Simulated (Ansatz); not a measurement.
Computed with PBE (plane waves to 420 eV, PAW; Ansatz, a program for electronic structure).

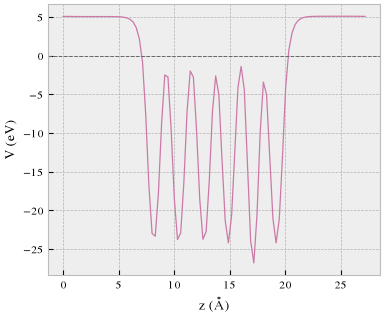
Figure. Electrostatic potential energy of an electron, averaged over planes parallel to the surface, in eV from the Fermi level, for a constructed model of the (0001) surface of hcp Re, a layer of Ru in place of the second plane (bottom of the slab: a bare face, its two planes held)

Set-up: 6 atoms, 11.1 Å thick at the start; mesh 15x15x1; 0.1 eV smearing; dipole correction on; 2 atoms held, the rest relaxed; start symmetry kept, larger cells not searched; no spin, no spin-orbit, no U. It is one candidate, not shown to be the stable structure of the face.

The vacuum level lies 5.11 eV above the Fermi level over the top face and 5.07 eV above it under the bottom face.
